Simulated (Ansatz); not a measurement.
## Amorphous Hf₁₇O₃₆La

Preparation: random packing, a CHGNet melt and quench, and a DFT relaxation. O atoms were pushed apart under 1.9 Å during the dynamics, to hinder bonds among them. The hot cell started wider than the set density and was brought back towards it in steps. It is the lowest in DFT energy of 2 quenches. It is a model cell: composition and starting density were chosen by hand, and all elements were melted together. No dispersion term was used.

Methods: PBE, scalar-relativistic without spin-orbit coupling (Ansatz, a quantum-chemistry and plane-wave program); r2SCAN, scalar-relativistic without spin-orbit coupling (Ansatz); HSE06, scalar-relativistic without spin-orbit coupling (Ansatz). Geometry, pressure, stress and energy are those of the PBE run. Its sampling: a 2×2×2 Γ-centred mesh; Fermi-Dirac width 0.02 eV; collinear spin, started from a total moment of 1 μB (at the end a net moment of 1.0 μB). Other functionals are single points at the zone centre (r2SCAN at 500 eV; exact exchange cut at the cell's faces), free to take moments where seeds were set. The usual formal charges leave 1 holes over, so the level spacing at the Fermi energy parts defect or band states and needn't be the band gap. In the spin-polarised cell the level spacing at the Fermi energy can part levels of unlike spin. At PBE the levels at the empty edge of the gap are localised (band-tail or defect states), and the nearest spread-out levels lie 3.9 eV apart at the zone centre.

The number of atoms in the cell comes out as 54, the density (volume relaxed, without dispersion) is 8.92 g/cm³ and the volume per atom is 12.93 Å³. The pressure on a 2×2×2 Γ-centred mesh is 0.03 GPa and the largest force and stress component on that mesh (the relaxation ran on the zone centre alone) comes out as 0.11 eV/Å and 0.1 GPa. The energy relative to monoclinic HfO2 + hexagonal La2O3 + O2 gas (lowest mix at this level among the phases computed, not always the ambient ones) is 0.173 eV/atom and the level spacing at the Fermi energy on a 2×2×2 Γ-centred mesh (PBE) is 0.73 eV. The level spacing at the Fermi energy at the zone centre (PBE) comes out as 0.82 eV and the level spacing at the Fermi energy at the zone centre (r2SCAN) is 1.52 eV. The level spacing at the Fermi energy at the zone centre (HSE06) is 2.86 eV and the net moment comes out as 1.00 μB.

Neighbours within Hf-Hf 3.34 Å, Hf-O 2.68 Å, Hf-La 3.65 Å, O-O 1.58 Å, O-La 3.00 Å, La-La 3.96 Å count as bonded. Two cations that share two anions don't count as bonded, nor two that share one unless they lie closer than Hf-Hf 3.25 Å, Hf-La 3.55 Å, La-La 3.85 Å.

The mean coordination of Hf by anions is 6.59 (1 with 5, 5 with 6, 11 with 7), the mean coordination of O comes out as 3.31 (2 with 2, 21 with 3, 13 with 4) and the mean coordination of La by anions is 7.00 (1 with 7). The mean Hf-O bond is 2.157 Å (spread 0.119 Å, 112 counted) and the mean O-La bond is 2.545 Å (spread 0.081 Å, 7 counted).

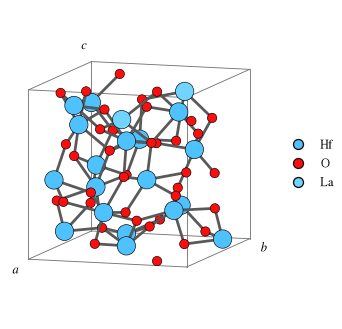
Fig. 1. The relaxed cell

Its density started from a set value of 8.79 g/cm³. Cooling (nominally 380 K/ps over its main leg) ran many orders faster than in experiment, which tends to leave more defects and strain. One small periodic cell is one sample of the glass; other quenches scatter about these values. Volume and shape were free in the relaxation.
